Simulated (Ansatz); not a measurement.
**GaH2F + SiH4: a complex and its separated parts**

Aim: how far the complex at one end of a reaction step lies below its separated, relaxed parts, level by level.

Program: Ansatz 0.2.0, Gaussian basis. Level of theory: PBE0-D4/def2-TZVP structures, single points in def2-TZVPP, no counterpoise correction. These are calculated values, not measurements.

Levels: SPW92, PBE-D4, BLYP-D4, r2SCAN-D4, B97M-V, PBE0-D4, B3LYP-D4, r2SCAN0-D4, BHLYP-D4, CAM-B3LYP-D4, wB97X-V, wB97M-V, B2PLYP, PBE-QIDH, RPA on PBE, Hartree-Fock, MP2, CCSD, CCSD(T).

Cores are frozen in the correlated methods. Filled d shells of the heavier atoms are correlated. B3LYP uses VWN-RPA correlation. B2PLYP carries no dispersion term here.

95 further runs of the same task are left out: 1 that didn't finish, 94 set aside as unsound or not needed. Runs told in other sessions of the task aren't counted.

### Step 1. Where the work starts

The complex: 9 atoms, charge 0, spin multiplicity 1.

Atoms are counted from 1 here; the program's logs count them from 0.

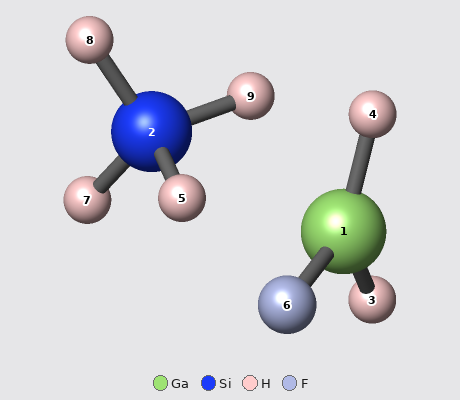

The starting geometry (gallium green, silicon blue, hydrogen pink, fluorine light blue); atoms are numbered from 1 in the order of the file.

As a file:

| atom | x (Å) | y (Å) | z (Å) |
| --- | --- | --- | --- |
| Ga1 | -1.6075 | 0.6891 | -0.1209 |
| Si2 | 1.3416 | -0.6774 | 0.0729 |
| H3 | -1.5139 | 0.4560 | -1.6594 |
| H4 | -2.0223 | -0.2805 | 1.0274 |
| H5 | 0.5159 | 0.5664 | 0.2481 |
| F6 | -1.4759 | 2.3817 | 0.3682 |
| H7 | 2.3885 | -0.3690 | -0.9272 |
| H8 | 1.9237 | -1.0060 | 1.3937 |
| H9 | 0.4497 | -1.7605 | -0.4030 |

Its parts: GaH2F holds atoms 1, 3, 4, 6; SiH4 holds atoms 2, 5, 7, 8, 9. Each part counts its atoms afresh in its own runs.

### Step 2. Relaxing GaH2F alone

relax-a/in.yaml reads:

```yaml
crystal:
  periodic: [false, false, false]
  atoms:
    - {symbol: Ga, position_ang: [-1.607465, 0.689141, -0.120854]}
    - {symbol: H, position_ang: [-1.513857, 0.456042, -1.659415]}
    - {symbol: H, position_ang: [-2.022280, -0.280512, 1.027378]}
    - {symbol: F, position_ang: [-1.475874, 2.381656, 0.368229]}
basis:
  gaussian: {orbitals: def2-TZVP}
hamiltonian: {xc: pbe0, dispersion: d4}
relax: {f_tol: 0.005, max_steps: 200}
```

On the command line:

```bash
$ ansatz run in.yaml --threads 4 --pin off --events-out ev --progress --plain --max-ram 9574MiB
```

The program printed (excerpt; [...] marks lines left out):

```text
Functional definition: PBE0
  name "PBE0"
  cite "Adamo & Barone, J. Chem. Phys. 110, 6158 (1999) doi:10.1063/1.478522"
  cite "Perdew, Burke & Ernzerhof, Phys. Rev. Lett. 77, 3865 (1996) doi:10.1103/PhysRevLett.77.3865"
  parent pbe
[...]
657 factors; their error is unknown
[...]
mean field -55119.78201811 eV, -2025.6146276354 hartree, gradient 5.7e-5 eV, S^2 0.000000; 0 other end points of the search recorded, 0 dependent functions left out
[...]
reference -55119.78204247 eV, -2025.6146285305 hartree; 21, 21 occupied and 70, 70 virtual orbitals, 657 factors
[...]
657 factors; their error is unknown
mean field -55119.80192716 eV, -2025.6153592794 hartree, gradient 2.8e-5 eV, S^2 0.000000; 1 other end points of the search recorded, 0 dependent functions left out
[...]
reference -55119.80195147 eV, -2025.6153601728 hartree; 21, 21 occupied and 70, 70 virtual orbitals, 657 factors
Total energy: -55119.83374282 eV, -2025.6165284833 hartree
Atom 0 at    -1.669808     0.692080    -0.131746 Å, force     0.000054     0.000263    -0.000025 eV/Å
Atom 1 at    -1.489066     0.464345    -1.659832 Å, force    -0.000002    -0.000117    -0.000141 eV/Å
Atom 2 at    -2.000010    -0.275932     1.040212 Å, force    -0.000044    -0.000149     0.000115 eV/Å
Atom 3 at    -1.460592     2.365834     0.366704 Å, force    -0.000009     0.000004     0.000051 eV/Å
Dipole moment:    -0.055272    -0.442157    -0.131665 e Å
```

Wall time 3.1 s (4 threads of Arm Neoverse V1, shared host).

Step by step: (the energy doesn't fall at every step)

| step | energy from step 1 (eV) | largest force component (eV/Å) |
| --- | --- | --- |
| 1 | 0.0000 | 0.4203 |
| 2 | 0.0107 | 0.5574 |
| 3 | -0.0199 | 0.0581 |
| 4 | -0.0199 | 0.0105 |
| 5 | -0.0199 | 0.0003 |

Close pairs (by a distance rule), those that changed most:

| bond | before (Å) | after (Å) | change (Å) |
| --- | --- | --- | --- |
| Ga1–F4 | 1.767 | 1.759 | -0.008 |
| Ga1–H3 | 1.559 | 1.555 | -0.004 |
| Ga1–H2 | 1.559 | 1.555 | -0.003 |

### Step 3. Relaxing SiH4 alone

relax-b/in.yaml reads:

```yaml
crystal:
  periodic: [false, false, false]
  atoms:
    - {symbol: Si, position_ang: [1.341619, -0.677374, 0.072921]}
    - {symbol: H, position_ang: [0.515855, 0.566359, 0.248142]}
    - {symbol: H, position_ang: [2.388497, -0.369010, -0.927186]}
    - {symbol: H, position_ang: [1.923704, -1.005963, 1.393671]}
    - {symbol: H, position_ang: [0.449700, -1.760538, -0.402988]}
basis:
  gaussian: {orbitals: def2-TZVP}
hamiltonian: {xc: pbe0, dispersion: d4}
relax: {f_tol: 0.005, max_steps: 200}
```

On the command line:

```bash
$ ansatz run in.yaml --threads 4 --pin off --events-out ev --progress --plain --max-ram 9574MiB
```

The program printed (excerpt; [...] marks lines left out):

```text
[... 5 set-up lines as earlier in the session ...]
[...]
444 factors; their error is unknown
[...]
mean field -7939.07173945 eV, -291.7555051289 hartree, gradient 2.0e-5 eV, S^2 0.000000; 0 other end points of the search recorded, 0 dependent functions left out
[...]
Atom 1 at     0.500652     0.574436     0.247628 Å, force    -0.000057     0.000533     0.000125 eV/Å
Atom 2 at     2.395424    -0.390253    -0.917597 Å, force     0.000329     0.000211    -0.000441 eV/Å
Atom 3 at     1.935451    -1.019923     1.378060 Å, force     0.000135    -0.000082     0.000580 eV/Å
Atom 4 at     0.463962    -1.761495    -0.400448 Å, force    -0.000267    -0.000609    -0.000217 eV/Å
Dipole moment:     0.000011     0.000013     0.000006 e Å
```

Run time: 1.1 s. Hardware: 4 threads of Arm Neoverse V1, shared host.

The steps of the relaxation:

| step | energy from step 1 (eV) | largest force component (eV/Å) |
| --- | --- | --- |
| 1 | 0.0000 | 0.5847 |
| 2 | -0.0127 | 0.0930 |
| 3 | -0.0131 | 0.0651 |
| 4 | -0.0136 | 0.0006 |

Distances of close pairs at the start and the end, largest changes first:

| bond | before (Å) | after (Å) | change (Å) |
| --- | --- | --- | --- |
| Si1–H2 | 1.503 | 1.485 | -0.018 |
| Si1–H4 | 1.480 | 1.485 | +0.004 |
| Si1–H3 | 1.480 | 1.485 | +0.004 |
| Si1–H5 | 1.482 | 1.485 | +0.003 |

### Step 4. SPW92/def2-TZVPP

parta/in.yaml reads:

```yaml
crystal:
  periodic: [false, false, false]
  atoms:
    - {symbol: Ga, position_ang: [-1.669808, 0.692080, -0.131746]}
    - {symbol: H, position_ang: [-1.489066, 0.464345, -1.659832]}
    - {symbol: H, position_ang: [-2.000010, -0.275932, 1.040212]}
    - {symbol: F, position_ang: [-1.460592, 2.365834, 0.366704]}
basis:
  gaussian: {orbitals: def2-TZVPP}
hamiltonian: {xc: lda}
```

partb/in.yaml reads:

```yaml
crystal:
  periodic: [false, false, false]
  atoms:
    - {symbol: Si, position_ang: [1.323886, -0.649292, 0.076917]}
    - {symbol: H, position_ang: [0.500652, 0.574436, 0.247628]}
    - {symbol: H, position_ang: [2.395424, -0.390253, -0.917597]}
    - {symbol: H, position_ang: [1.935451, -1.019923, 1.378060]}
    - {symbol: H, position_ang: [0.463962, -1.761495, -0.400448]}
basis:
  gaussian: {orbitals: def2-TZVPP}
hamiltonian: {xc: lda}
```

Each run has its own folder and the same command.

On the command line:

```bash
$ ansatz run in.yaml --threads 4 --pin off --events-out ev --progress --plain --max-ram 9574MiB
```

Output in parta (excerpt; [...] marks lines left out):

```text
Functional definition: SPW92
  name "SPW92"
  cite "Dirac, Proc. Camb. Phil. Soc. 26, 376 (1930) doi:10.1017/S0305004100016108"
  cite "Slater, Phys. Rev. 81, 385 (1951) doi:10.1103/PhysRev.81.385"
  cite "Perdew & Wang, Phys. Rev. B 45, 13244 (1992) doi:10.1103/PhysRevB.45.13244"
[...]
642 factors; their error is unknown
[...]
mean field -55029.07136515 eV, -2022.2810726251 hartree, gradient 3.3e-5 eV, S^2 0.000000; 0 other end points of the search recorded, 0 dependent functions left out
reference -55029.07139597 eV, -2022.2810737577 hartree; 21, 21 occupied and 86, 86 virtual orbitals, 642 factors
Total energy: -55029.07139597 eV, -2022.2810737577 hartree
```

Log of partb (excerpt; [...] marks lines left out):

```text
[... 5 set-up lines as earlier in the session ...]
[...]
524 factors; their error is unknown
[...]
mean field -7909.52602391 eV, -290.6697201092 hartree, gradient 1.9e-5 eV, S^2 0.000000; 0 other end points of the search recorded, 0 dependent functions left out
reference -7909.52605599 eV, -290.6697212885 hartree; 9, 9 occupied and 89, 89 virtual orbitals, 524 factors
Total energy: -7909.52605599 eV, -290.6697212885 hartree
```

They took 0.3 s (parta), 0.2 s (partb) on 4 threads of Arm Neoverse V1, shared host.

### Step 5. PBE-D4/def2-TZVPP

Each input of step 4 (parta, partb) changes in the same lines:

```diff
-hamiltonian: {xc: lda}
+hamiltonian: {xc: pbe, dispersion: d4}
```

Each run has its own folder and the same command.

On the command line:

```bash
$ ansatz run in.yaml --threads 4 --pin off --events-out ev --progress --plain --max-ram 9574MiB
```

Output in parta (excerpt; [...] marks lines left out):

```text
Functional definition: PBE
  name "PBE"
[... 2 set-up lines as earlier in the session ...]
[...]
642 factors; their error is unknown
[...]
mean field -55118.73309442 eV, -2025.5760804007 hartree, gradient 3.0e-5 eV, S^2 0.000000; 0 other end points of the search recorded, 0 dependent functions left out
reference -55118.73312731 eV, -2025.5760816094 hartree; 21, 21 occupied and 86, 86 virtual orbitals, 642 factors
Total energy: -55118.77155476 eV, -2025.5774937921 hartree
```

Log of partb (excerpt; [...] marks lines left out):

```text
[... 4 set-up lines as earlier in the session ...]
[...]
524 factors; their error is unknown
[...]
mean field -7938.15288874 eV, -291.7217379880 hartree, gradient 2.1e-5 eV, S^2 0.000000; 0 other end points of the search recorded, 0 dependent functions left out
reference -7938.15292304 eV, -291.7217392485 hartree; 9, 9 occupied and 89, 89 virtual orbitals, 524 factors
Total energy: -7938.19526394 eV, -291.7232952477 hartree
```

Wall times: 0.45 s (parta), 0.3 s (partb) on 4 threads of Arm Neoverse V1, shared host.

### Step 6. BLYP-D4/def2-TZVPP

The same edit goes into each in.yaml of step 5 (parta, partb):

```diff
-hamiltonian: {xc: pbe, dispersion: d4}
+hamiltonian: {xc: {name: BLYP}, dispersion: d4}
```

One command serves all of them, each in its own folder.

On the command line:

```bash
$ ansatz run in.yaml --threads 4 --pin off --events-out ev --progress --plain --max-ram 9574MiB
```

Output in parta (excerpt; [...] marks lines left out):

```text
Functional definition: BLYP
  name "BLYP"
  cite "Becke, Phys. Rev. A 38, 3098 (1988) doi:10.1103/PhysRevA.38.3098"
  cite "Lee, Yang & Parr, Phys. Rev. B 37, 785 (1988) doi:10.1103/PhysRevB.37.785"
[...]
642 factors; their error is unknown
[...]
mean field -55131.09218105 eV, -2026.0302684572 hartree, gradient 3.4e-5 eV, S^2 0.000000; 0 other end points of the search recorded, 0 dependent functions left out
reference -55131.09245047 eV, -2026.0302783582 hartree; 21, 21 occupied and 86, 86 virtual orbitals, 642 factors
Total energy: -55131.17891004 eV, -2026.0334556889 hartree
```

Log of partb (excerpt; [...] marks lines left out):

```text
[... 4 set-up lines as earlier in the session ...]
[...]
524 factors; their error is unknown
[...]
mean field -7942.32372810 eV, -291.8750135073 hartree, gradient 1.7e-5 eV, S^2 0.000000; 0 other end points of the search recorded, 0 dependent functions left out
reference -7942.32400959 eV, -291.8750238519 hartree; 9, 9 occupied and 89, 89 virtual orbitals, 524 factors
Total energy: -7942.42242449 eV, -291.8786405328 hartree
```

They took 0.45 s (parta), 0.3 s (partb) on 4 threads of Arm Neoverse V1, shared host.

### Step 7. r2SCAN-D4/def2-TZVPP

Each input of step 6 (parta, partb) changes in the same lines:

```diff
-hamiltonian: {xc: {name: BLYP}, dispersion: d4}
+hamiltonian: {xc: r2scan, dispersion: d4}
```

The same command starts each run, in its folder.

On the command line:

```bash
$ ansatz run in.yaml --threads 4 --pin off --events-out ev --progress --plain --max-ram 9574MiB
```

parta printed (excerpt; [...] marks lines left out):

```text
Functional definition: r2SCAN
  name "r2SCAN"
  cite "Furness, Kaplan, Ning, Perdew & Sun, J. Phys. Chem. Lett. 11, 8208 (2020) doi:10.1021/acs.jpclett.0c02405"
  cite "Furness, Kaplan, Ning, Perdew & Sun, J. Phys. Chem. Lett. 11, 9248 (2020) doi:10.1021/acs.jpclett.0c03077"
  parent r2scan
[...]
642 factors; their error is unknown
[...]
mean field -55127.97109475 eV, -2025.9155706512 hartree, gradient 8.7e-6 eV, S^2 0.000000; 0 other end points of the search recorded, 0 dependent functions left out
reference -55127.97110493 eV, -2025.9155710253 hartree; 21, 21 occupied and 86, 86 virtual orbitals, 642 factors
Total energy: -55127.97941427 eV, -2025.9158763879 hartree
```

partb printed (excerpt; [...] marks lines left out):

```text
[... 5 set-up lines as earlier in the session ...]
[...]
524 factors; their error is unknown
[...]
mean field -7941.75742300 eV, -291.8542021789 hartree, gradient 1.4e-5 eV, S^2 0.000000; 0 other end points of the search recorded, 0 dependent functions left out
reference -7941.75743360 eV, -291.8542025684 hartree; 9, 9 occupied and 89, 89 virtual orbitals, 524 factors
Total energy: -7941.76700294 eV, -291.8545542352 hartree
```

Wall times: 1 s (parta), 0.7 s (partb) on 4 threads of Arm Neoverse V1, shared host.

### Step 8. B97M-V/def2-TZVPP

The same edit goes into each in.yaml of step 7 (parta, partb):

```diff
-hamiltonian: {xc: r2scan, dispersion: d4}
+hamiltonian: {xc: {name: B97M-V}}
```

The same command starts each run, in its folder.

On the command line:

```bash
$ ansatz run in.yaml --threads 4 --pin off --events-out ev --progress --plain --max-ram 9574MiB
```

Log of parta (excerpt; [...] marks lines left out):

```text
Functional definition: B97M-V
  name "B97M-V"
  cite "Mardirossian & Head-Gordon, J. Chem. Phys. 142, 074111 (2015) doi:10.1063/1.4907719"
  cite "Becke, J. Chem. Phys. 107, 8554 (1997) doi:10.1063/1.475007"
  cite "Vydrov & Van Voorhis, J. Chem. Phys. 133, 244103 (2010) doi:10.1063/1.3521275"
  # Of w^i u^j: cxij and so on, Table III.
[...]
  gx(w, u) = cx00 + cx01*u + cx02*u^2 + (cx10 + cx11*u)*w
[...]
  gos(w, u) = cos00 + cos01*u + cos03*u^3 + cos10*w + cos32*w^3*u^2
[...]
      + integral(e_c_pw_mod_opposite_spin*gos(b97_w_opposite, b97_u_opposite)) + vv10(b, c)
642 factors; their error is unknown
[...]
mean field -55118.45832177 eV, -2025.5659826921 hartree, gradient 2.0e-5 eV, S^2 0.000000; 0 other end points of the search recorded, 0 dependent functions left out
reference -55118.45837150 eV, -2025.5659845196 hartree; 21, 21 occupied and 86, 86 virtual orbitals, 642 factors
Total energy: -55118.45837150 eV, -2025.5659845196 hartree
```

Output in partb (excerpt; [...] marks lines left out):

```text
[... 5 set-up lines as earlier in the session ...]
  # Of w^i u^j: cxij and so on, Table III.
[...]
  gx(w, u) = cx00 + cx01*u + cx02*u^2 + (cx10 + cx11*u)*w
[...]
  gos(w, u) = cos00 + cos01*u + cos03*u^3 + cos10*w + cos32*w^3*u^2
[...]
      + integral(e_c_pw_mod_opposite_spin*gos(b97_w_opposite, b97_u_opposite)) + vv10(b, c)
524 factors; their error is unknown
[...]
mean field -7940.58581411 eV, -291.8111463462 hartree, gradient 3.7e-5 eV, S^2 0.000000; 0 other end points of the search recorded, 0 dependent functions left out
reference -7940.58586654 eV, -291.8111482730 hartree; 9, 9 occupied and 89, 89 virtual orbitals, 524 factors
Total energy: -7940.58586654 eV, -291.8111482730 hartree
```

Wall times: 1.6 s (parta), 1.1 s (partb) on 4 threads of Arm Neoverse V1, shared host.

### Step 9. PBE0-D4/def2-TZVPP

The same edit goes into each in.yaml of step 8 (parta, partb):

```diff
-hamiltonian: {xc: {name: B97M-V}}
+hamiltonian: {xc: pbe0, dispersion: d4}
+output: {orbitals: {seedname: orbitals}}
```

Each run has its own folder and the same command.

On the command line:

```bash
$ ansatz run in.yaml --threads 4 --pin off --events-out ev --progress --plain --max-ram 9574MiB
```

Output in parta (excerpt; [...] marks lines left out):

```text
[... 5 set-up lines as earlier in the session ...]
[...]
687 factors; their error is unknown
[...]
mean field -55119.81477796 eV, -2025.6158315377 hartree, gradient 4.8e-5 eV, S^2 0.000000; 0 other end points of the search recorded, 0 dependent functions left out
reference -55119.81480226 eV, -2025.6158324306 hartree; 21, 21 occupied and 86, 86 virtual orbitals, 687 factors
Total energy: -55119.84659361 eV, -2025.6170007411 hartree
```

partb printed (excerpt; [...] marks lines left out):

```text
[... 5 set-up lines as earlier in the session ...]
[...]
527 factors; their error is unknown
[...]
mean field -7939.10185221 eV, -291.7566117521 hartree, gradient 5.6e-5 eV, S^2 0.000000; 0 other end points of the search recorded, 0 dependent functions left out
reference -7939.10187810 eV, -291.7566127038 hartree; 9, 9 occupied and 89, 89 virtual orbitals, 527 factors
Total energy: -7939.13645948 eV, -291.7578835459 hartree
```

Wall times: 0.5 s (parta), 0.3 s (partb) on 4 threads of Arm Neoverse V1, shared host.

### Step 10. B3LYP-D4/def2-TZVPP

Each input of step 9 (parta, partb) changes in the same lines:

```diff
-hamiltonian: {xc: pbe0, dispersion: d4}
-output: {orbitals: {seedname: orbitals}}
+hamiltonian: {xc: {name: B3LYP}, dispersion: d4}
```

Each run has its own folder and the same command.

On the command line:

```bash
$ ansatz run in.yaml --threads 4 --pin off --events-out ev --progress --plain --max-ram 9574MiB
```

Log of parta (excerpt; [...] marks lines left out):

```text
Functional definition: B3LYP
  name "B3LYP"
  cite "Stephens, Devlin, Chabalowski & Frisch, J. Phys. Chem. 98, 11623 (1994) doi:10.1021/j100096a001"
[... 2 set-up lines as earlier in the session ...]
  cite "Vosko, Wilk & Nusair, Can. J. Phys. 58, 1200 (1980) doi:10.1139/p80-159"
[...]
677 factors; their error is unknown
[...]
mean field -55130.92581807 eV, -2026.0241547304 hartree, gradient 3.4e-5 eV, S^2 0.000000; 0 other end points of the search recorded, 0 dependent functions left out
reference -55130.92601738 eV, -2026.0241620549 hartree; 21, 21 occupied and 86, 86 virtual orbitals, 677 factors
Total energy: -55130.98907275 eV, -2026.0264792969 hartree
```

Log of partb (excerpt; [...] marks lines left out):

```text
[... 6 set-up lines as earlier in the session ...]
[...]
527 factors; their error is unknown
[...]
mean field -7943.47010082 eV, -291.9171419278 hartree, gradient 4.1e-5 eV, S^2 0.000000; 0 other end points of the search recorded, 0 dependent functions left out
reference -7943.47031148 eV, -291.9171496694 hartree; 9, 9 occupied and 89, 89 virtual orbitals, 527 factors
Total energy: -7943.53897708 eV, -291.9196730837 hartree
```

Times: 0.55 s (parta), 0.3 s (partb) on 4 threads of Arm Neoverse V1, shared host.

### Step 11. r2SCAN0-D4/def2-TZVPP

Each input of step 10 (parta, partb) changes in the same lines:

```diff
-hamiltonian: {xc: {name: B3LYP}, dispersion: d4}
+hamiltonian: {xc: {name: r2SCAN0}, dispersion: d4}
```

The same command starts each run, in its folder.

On the command line:

```bash
$ ansatz run in.yaml --threads 4 --pin off --events-out ev --progress --plain --max-ram 9574MiB
```

Output in parta (excerpt; [...] marks lines left out):

```text
Functional definition: r2SCAN0
  name "r2SCAN0"
  cite "Bursch, Neugebauer, Ehlert & Grimme, J. Chem. Phys. 156, 134105 (2022) doi:10.1063/5.0086040"
[... 3 set-up lines as earlier in the session ...]
[...]
687 factors; their error is unknown
[...]
mean field -55126.85807593 eV, -2025.8746679640 hartree, gradient 4.6e-5 eV, S^2 0.000000; 0 other end points of the search recorded, 0 dependent functions left out
reference -55126.85808402 eV, -2025.8746682614 hartree; 21, 21 occupied and 86, 86 virtual orbitals, 687 factors
Total energy: -55126.86803071 eV, -2025.8750337955 hartree
```

Log of partb (excerpt; [...] marks lines left out):

```text
[... 6 set-up lines as earlier in the session ...]
[...]
527 factors; their error is unknown
[...]
mean field -7941.68708457 eV, -291.8516172892 hartree, gradient 3.7e-6 eV, S^2 0.000000; 0 other end points of the search recorded, 0 dependent functions left out
reference -7941.68709303 eV, -291.8516176000 hartree; 9, 9 occupied and 89, 89 virtual orbitals, 527 factors
Total energy: -7941.69815665 eV, -291.8520241804 hartree
```

Times: 1.1 s (parta), 0.7 s (partb) on 4 threads of Arm Neoverse V1, shared host.

### Step 12. BHLYP-D4/def2-TZVPP

Each input of step 11 (parta, partb) changes in the same lines:

```diff
-hamiltonian: {xc: {name: r2SCAN0}, dispersion: d4}
+hamiltonian: {xc: {name: BHLYP}, dispersion: d4}
```

Each run has its own folder and the same command.

On the command line:

```bash
$ ansatz run in.yaml --threads 4 --pin off --events-out ev --progress --plain --max-ram 9574MiB
```

Log of parta (excerpt; [...] marks lines left out):

```text
Functional definition: BHLYP
  name "BHLYP"
  cite "Becke, J. Chem. Phys. 98, 1372 (1993) doi:10.1063/1.464304"
[... 2 set-up lines as earlier in the session ...]
[...]
746 factors; their error is unknown
[...]
mean field -55127.71651593 eV, -2025.9062150520 hartree, gradient 5.4e-5 eV, S^2 0.000000; 0 other end points of the search recorded, 0 dependent functions left out
reference -55127.71665048 eV, -2025.9062199967 hartree; 21, 21 occupied and 86, 86 virtual orbitals, 746 factors
Total energy: -55127.76611970 eV, -2025.9080379569 hartree
```

Output in partb (excerpt; [...] marks lines left out):

```text
[... 5 set-up lines as earlier in the session ...]
[...]
546 factors; their error is unknown
[...]
mean field -7942.64002947 eV, -291.8866373681 hartree, gradient 4.8e-6 eV, S^2 0.000000; 0 other end points of the search recorded, 0 dependent functions left out
reference -7942.64017207 eV, -291.8866426088 hartree; 9, 9 occupied and 89, 89 virtual orbitals, 546 factors
Total energy: -7942.68775526 eV, -291.8883912587 hartree
```

Wall times: 0.55 s (parta), 0.3 s (partb) on 4 threads of Arm Neoverse V1, shared host.

(Part 1 of 2 ends here.)
